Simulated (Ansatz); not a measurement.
**CH₆BNSi (SMILES CN1B[SiH2]1): density, localisation and related maps**

```yaml
atoms:
  - { symbol: C, position_ang: [0.0844, 1.4443, 0.0636] }
  - { symbol: N, position_ang: [-0.0321, 0.0143, 0.1588] }
  - { symbol: B, position_ang: [-0.3393, -0.9440, 1.0951] }
  - { symbol: Si, position_ang: [0.0920, -1.5228, -0.6883] }
  - { symbol: H, position_ang: [-0.6139, 1.8358, -0.6809] }
  - { symbol: H, position_ang: [1.0944, 1.7256, -0.2460] }
  - { symbol: H, position_ang: [-0.1309, 1.9114, 1.0273] }
  - { symbol: H, position_ang: [-0.6412, -0.9469, 2.2450] }
  - { symbol: H, position_ang: [-0.8859, -1.7095, -1.7934] }
  - { symbol: H, position_ang: [1.4555, -1.8592, -1.1783] }
```

Geometry: PBE0-D4/def2-TZVP.

Level of theory: RKS PBE0-D4/def2-TZVPP in Ansatz 0.2.0.

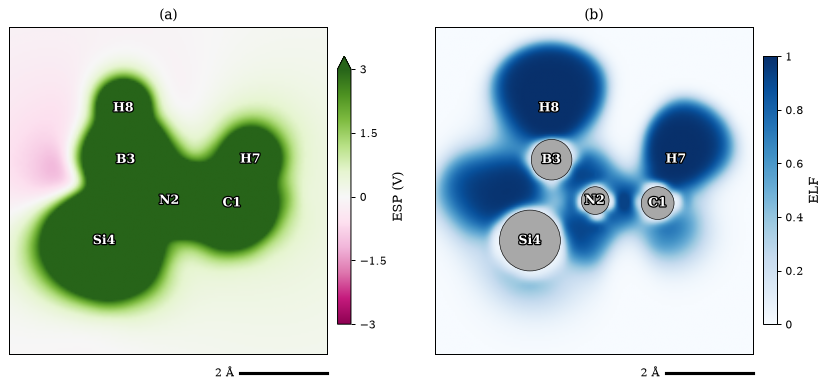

Figure 1. (a) electrostatic potential; (b) ELF on the plane of atoms B3, N2 and Si4. Grey discs cover the atomic cores in the ELF map.

**Interpret the plot.**

The plane passes through C, N, B, Si and H nuclei.
B–N (1.37 Å): the ELF peaks at about 0.90 between the atoms (a polar covalent bond).
C–N (1.44 Å): the ELF peaks at about 0.95 between the atoms (a covalent bond).
Si–N (1.76 Å): the ELF peaks at about 0.85 between the atoms (a polar covalent bond).
Si–B (1.92 Å): the ELF peaks at about 0.70 between the atoms.
C–H (1.09 Å): the ELF climbs to about 1 towards the hydrogen, as it does in any bond to H (a covalent bond by its length).
Outside the dense part of the molecule the potential is most negative (−1.1 V) near H8.

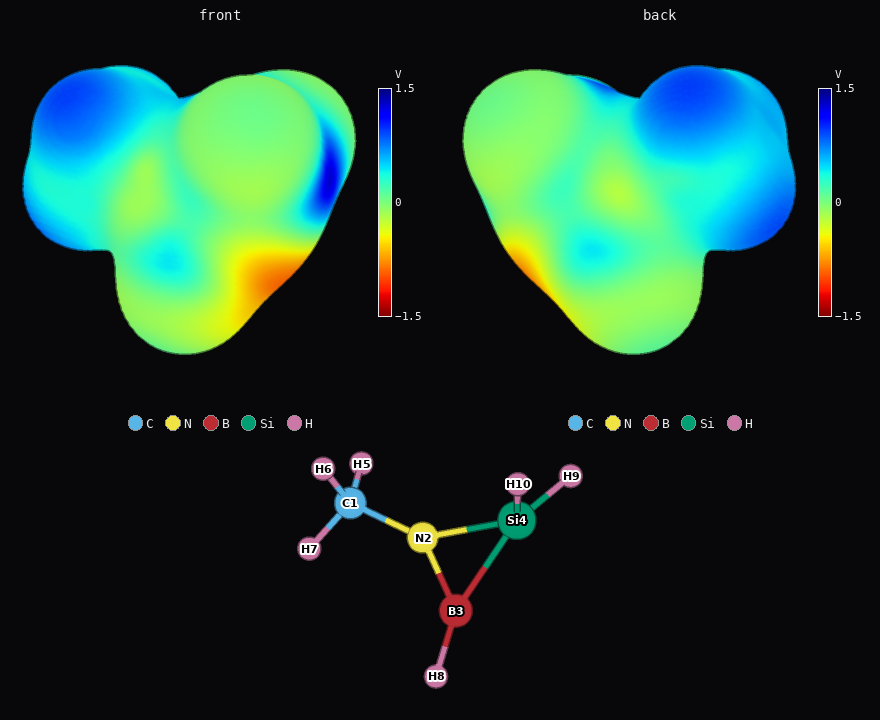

Figure 2. The electrostatic potential painted on the density surface at 0.002 e/bohr³, seen from the front and from behind; the colour scale runs from red (negative) to blue (positive). The bare structure is drawn below in the same view.

**Where is the surface potential most negative and most positive?**

The most negative region (about −0.9 V) lies over H8, the most positive (about +1.2 V) over Si4.

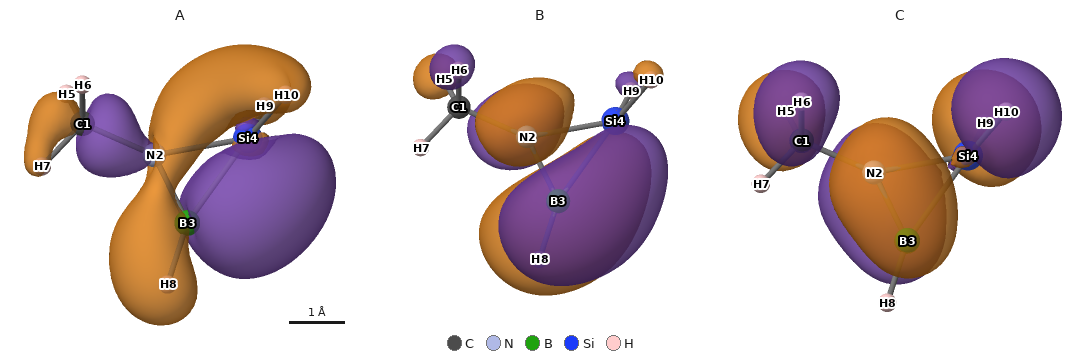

Figure 3. Three frontier orbitals at ±0.08 Å⁻³ᐟ² (orange and purple are the two phases), in no order.

**Order the three orbitals by energy and name them.**

C is the HOMO−1 (−8.04 eV). It lies mainly on N2 (about 35 %), Si4 (about 15 %), B3 (about 15 %), H9 (about 10 %), H10 (about 10 %) and C1 (about 10 %). A is the HOMO (−6.98 eV). It lies mainly on Si4 (about 40 %), B3 (about 30 %) and N2 (about 10 %). B is the LUMO (−0.22 eV). By Hirshfeld shares it lies mainly on B3 (about 50 %), N2 (about 20 %), Si4 (about 15 %) and H8 (about 10 %).

**What is the HOMO–LUMO gap?**

6.76 eV between the orbital energies.

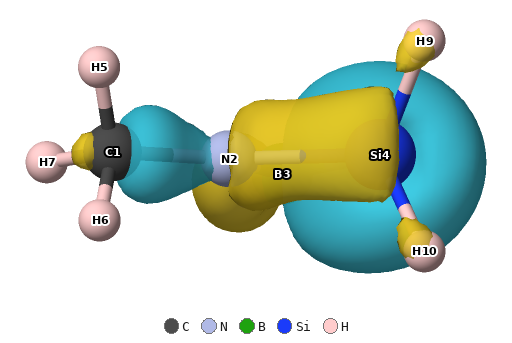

Figure 4. The HOMO at ±0.15 Å⁻³ᐟ² (yellow and cyan are the two phases), seen from one side.

**Where does this orbital lie, and at what energy?**

It lies mainly on Si4 (about 40 %), B3 (about 30 %) and N2 (about 10 %). Its energy is −6.98 eV.
